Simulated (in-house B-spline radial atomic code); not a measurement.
# Br³⁺: excited configurations

How much energy does it take to promote electrons of Br³⁺ to other shells? Each configuration is solved by itself and compared with the reference.

Program: in-house B-spline radial atomic code version 1. Level of theory: non-relativistic B97-1, spin-polarised, spherical density, exact exchange averaged over the configuration, point nucleus, basis-set limit. These are calculated values, not measurements, unless marked.

### 1 The atom as given

```
element       : bromine (Z = 35)
charge        : +3
electrons     : 32
configuration : [Ar] 3d10 4s2 4p2
Hamiltonian   : non-relativistic
nucleus       : point
```

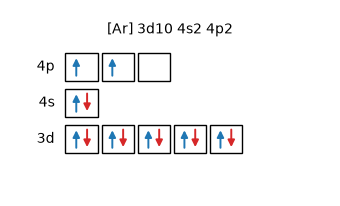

The shells outside the core, filled by Hund's rule for the drawing.

Where spins are not typed, each open shell is filled with up spins first.

Input settings:

```ini
Z = 35
electrons = 32.0
configuration = [Ar] 3d10 4s2 4p2
hamiltonian = nr
method = b97_1
spin_polarised = True
exact_exchange = averaged over the configuration
```

The reference is known from an earlier run: -2571.518398 hartree in all. Up to eight levels, counted from the top:

```
orbital  occupation  energy (eV)  <r> (bohr)
3s down           1      -275.94      0.5614
  3p up           3      -216.76      0.5679
3p down           3      -216.44      0.5678
  3d up           5      -110.92      0.5848
3d down           5      -110.63      0.5827
  4s up           1      -56.054       1.573
4s down           1      -52.877       1.587
  4p up           2      -42.084       1.762
```

### 2 Configuration [Ar] 3d10 4s2 4p1 4f1

Input settings:

```ini
Z = 35
electrons = 32.0
configuration = [Ar] 3d10 4s2 4p1 4f1
hamiltonian = nr
method = b97_1
spin_polarised = True
exact_exchange = averaged over the configuration
```

Started as:

```console
> python run_scf.py task.json out
```

task.json lists these runs, among others, and the program works through them in turn.

### 3 Run with [Ar] 3d10 4s2 4p1 5d1

The settings differ from step 2 so:

```diff
@@ -2,3 +2,3 @@
 electrons = 32.0
-configuration = [Ar] 3d10 4s2 4p1 4f1
+configuration = [Ar] 3d10 4s2 4p1 5d1
 hamiltonian = nr
```

### 4 [Ar] 3d10 4s1 4p2 5f1

The settings differ from step 3 so:

```diff
@@ -2,3 +2,3 @@
 electrons = 32.0
-configuration = [Ar] 3d10 4s2 4p1 5d1
+configuration = [Ar] 3d10 4s1 4p2 5f1
 hamiltonian = nr
```

### 5 [Ar] 3d9 4s2 4p2 5s1

The settings differ from step 4 so:

```diff
@@ -2,3 +2,3 @@
 electrons = 32.0
-configuration = [Ar] 3d10 4s1 4p2 5f1
+configuration = [Ar] 3d9 4s2 4p2 5s1
 hamiltonian = nr
```

### 6 Run with [Ne] 3s2 3p5 3d10 4s2 4p2 5p1

The settings differ from step 5 so:

```diff
@@ -2,3 +2,3 @@
 electrons = 32.0
-configuration = [Ar] 3d9 4s2 4p2 5s1
+configuration = [Ne] 3s2 3p5 3d10 4s2 4p2 5p1
 hamiltonian = nr
```

**Question.** How far above the reference does each configuration lie (order and size, in eV)?

The runs gave:

| net move | configuration | 2|M_S|+1 | energy above the reference (eV) | largest <r> (bohr) |
| --- | --- | --- | --- | --- |
| 4p → 5d | [Ar] 3d10 4s2 4p1 5d1 | 3 | 32.017 | 5.03 |
| 4p → 4f | [Ar] 3d10 4s2 4p1 4f1 | 3 | 32.206 | 4.01 |
| 4s → 5f | [Ar] 3d10 4s1 4p2 5f1 | 5 | 48.367 | 6.91 |
| 3d → 5s | [Ar] 3d9 4s2 4p2 5s1 | 5 | 95.412 | 3.35 |
| 3p → 5p | [Ne] 3s2 3p5 3d10 4s2 4p2 5p1 | 5 | 205.50 | 3.80 |

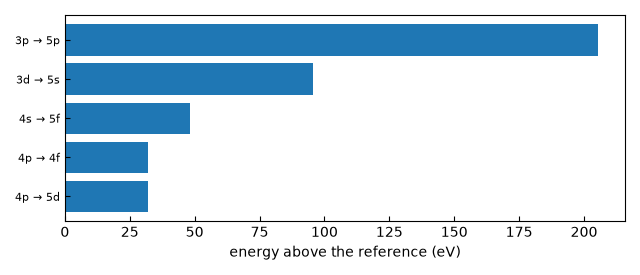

Energy of each configuration above the reference.

**Reading.** At the bottom stands 4p → 5d (32.017 eV), at the top 3p → 5p (205.50 eV). 2 of them lie more than 60 % above minus the reference's highest level (42.084 eV), in the range where a state can decay by emitting an electron. Two partly filled shells share a symmetry and can mix in the average, which may lower the energy, for: 3p → 5p. The reference has 2|M_S|+1 = 3; 3 of the configurations differ from it in spin. These are spherical averages at the typed spins, not spectroscopic levels.
